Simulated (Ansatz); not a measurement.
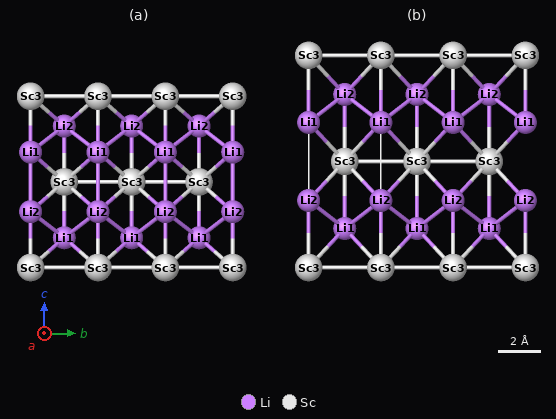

The structure of crystalline Li2Sc (a generated structure, set up in I4/mmm) (coarse preliminary run) before (left) and after (right) a relaxation, at one scale.

A ball-and-stick model of the conventional cell (2 times the calculation's cell), repeated 1 × 3 × 1 with one cell outlined, seen along the a axis. Lengths and directions refer to the drawn axes.

All numbers below come from Ansatz, DFT PBE, scalar-relativistic, plane waves, PAW. Set-up: plane-wave cutoff 420 eV; k-point mesh 8 × 8 × 8; occupations gaussian; smearing width 0.1 eV; no spin polarisation; cell and atoms relaxed; force threshold 0.05 eV/Å; at most 80 steps.

### Summarise the run.

The largest moves relative to the cell, 0.10 Å, are those of Li1 and Li2. Li2 goes along −c. Sc stays in place. Cell: a = b 3.228 → 3.462 Å (+7.3 %), c 8.203 → 10.161 Å (+23.9 %). Volume +42.5 %. Some distances before and after: Li1–Li2 2.852 → 3.740 Å, Li1–Sc3 2.675 → 3.211 Å, Li1–Sc3 (another image) 2.691 → 3.080 Å, Sc3–Sc3 3.228 → 3.462 Å. The space group stays I4/mmm (No. 139). Over 6 accepted moves (8 points after the start) the energy falls by 0.911 eV per cell of the calculation. The largest force component goes from 0.42 to 0.0023 eV/Å. The pressure goes from 18.41 to 0.09 GPa. The SCF was repeated twice at an unchanged geometry on a basis and grid sized afresh for the cell, which shifted the energy by 12.2 meV per cell of the calculation at most. The run took roughly 18 core-seconds on a shared host.
